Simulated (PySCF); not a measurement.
```xyz
17

C    -1.2120   -1.1273   -0.0208
N    -0.5190    0.1258    0.1408
C    -1.3387    1.2927   -0.0653
Si    1.0581    0.2207    0.8340
C     2.4065    1.0276   -0.1463
C     2.4767   -0.5188   -0.0987
H    -2.0383   -1.2560    0.7074
H    -0.5188   -1.9727    0.1041
H    -1.6537   -1.2096   -1.0326
H    -1.7925    1.2860   -1.0751
H    -0.7360    2.2097    0.0169
H    -2.1696    1.3665    0.6653
H     1.1607    0.2700    2.3188
H     3.2107    1.5673    0.3662
H     2.1590    1.4696   -1.1181
H     2.2772   -1.0411   -1.0413
H     3.3233   -0.9499    0.4472
```

Geometry: PBE0-D3(BJ)/def2-SVP.

Theory: PBE0/pcSseg-1, SCF density, gas phase, non-relativistic (PySCF).

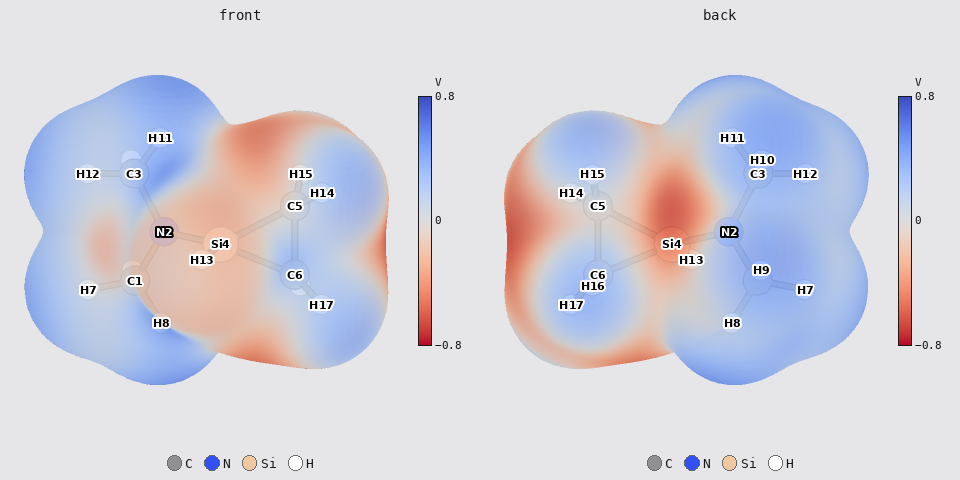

C$_{4}$H$_{11}$NSi (SMILES CN(C)[SiH]1CC1). The electrostatic potential painted on the density surface at 0.001 e/bohr³, seen from the front and from behind; red is negative and blue positive.

**Describe the electrostatic potential map.**

The most negative region (about −0.6 V) lies over N2, C5 and C6, the most positive (about +0.5 V) over the H and Si atoms.

**What dipole moment does the calculation give?**

Its dipole moment is 1.08 D.
